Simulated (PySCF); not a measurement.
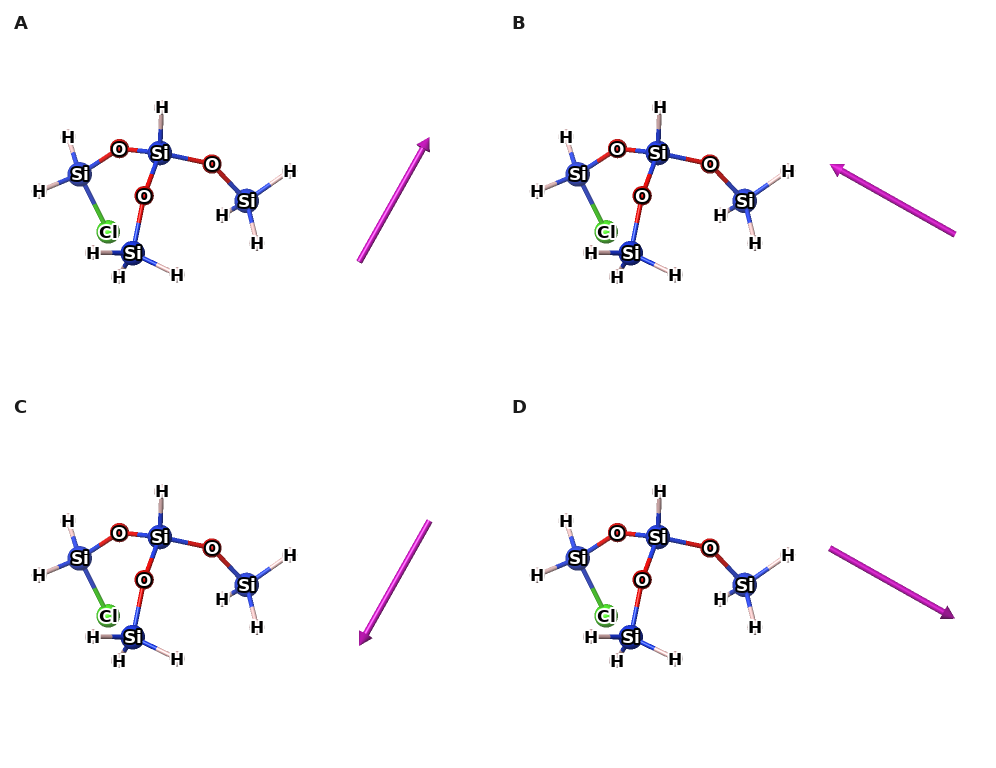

The same molecule four times, each with an arrow. The geometry was computed by an optimisation with GFN2-xTB. No frequency run is at hand to confirm it as a minimum. Level of theory: PBE0/pcSseg-1, gas phase (PySCF 2.14.0).

### Which arrow points along the dipole moment, from the negative to the positive end?

C. The dipole moment is 0.80 D.

The geometry is semi-empirical. Around Si such bond lengths and angles can be off by a tenth of an ångström or more and by several degrees, and values that hang on the shape move with them.
